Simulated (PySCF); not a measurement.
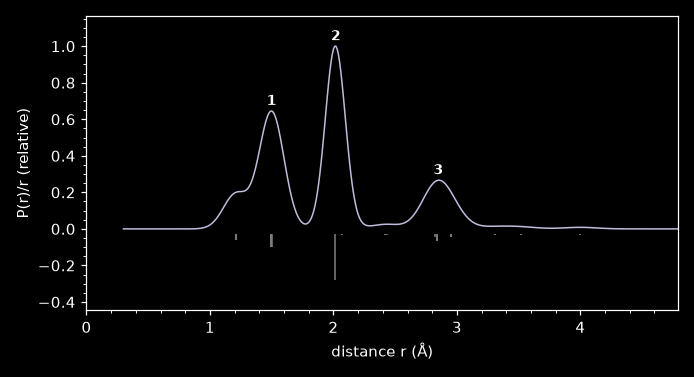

Simulated gas electron diffraction: radial distribution curve of BH5Si. Each pair of atoms contributes with weight ZᵢZⱼ/r (bars below the curve); damping constant 0.002 Å²; vibrational amplitudes assumed, not computed: 0.05 Å for bonds, 0.078 Å for bonds to H, 0.06 + 0.015 r up to 0.15 Å for other pairs. The geometry is the end point of an optimisation (PBE0-D3(BJ)/def2-SVP geometry optimisation, gas phase (PySCF 2.14.0, density-fitted response routines)); it may be a saddle point or a higher isomer. SMILES: [H]B([H])[SiH3].

### Assign the numbered peaks of the radial distribution curve (– bonded, ··· not bonded).

Peak 1, 1.50 Å: Si–H 1.50 Å (×3); in its flanks B–H 1.21 Å
Peak 2, 2.02 Å: Si–B 2.02 Å
Peak 3, 2.85 Å: B···H 2.82–2.95 Å (×3), Si···H 2.84 Å (×2), not resolved
